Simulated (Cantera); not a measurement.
Input: 1 mol Fe₃O₄, 6.3 mol C, 1.2 mol CO, 2.4 mol CH₄, at 1.00 bar.

Cantera equilibrium calculation (NASA polynomials, part measured and part estimated; ideal gas, pure solids and liquids). Candidate condensed phases: C, C₆H₆, C₇H₈, C₈H₁₈, Fe, Fe(CO)₅, FeO, Fe(OH)₂, Fe(OH)₃, Fe₂O₃, Fe₃O₄, H₂O; 114 gas species. Iron dissolves carbon and melts from about 1420 K in contact with it, which pure phases cannot show. Condensed phases not in the tables: cementite and carbon dissolved in iron. Rates play no part.

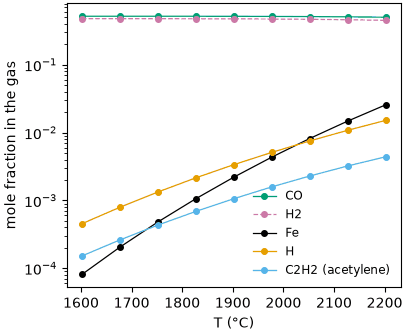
Fig. 1. Equilibrium gas composition (values under 1e-9 drawn at 1e-9)

From 1602 °C to 2202 °C the condensed part is C(graphite) + Fe(l). The main Fe-bearing gas is Fe throughout. The share of Fe in condensed phases is highest at 1602 °C (100.0 %) and lowest at 2202 °C (91.2 %).
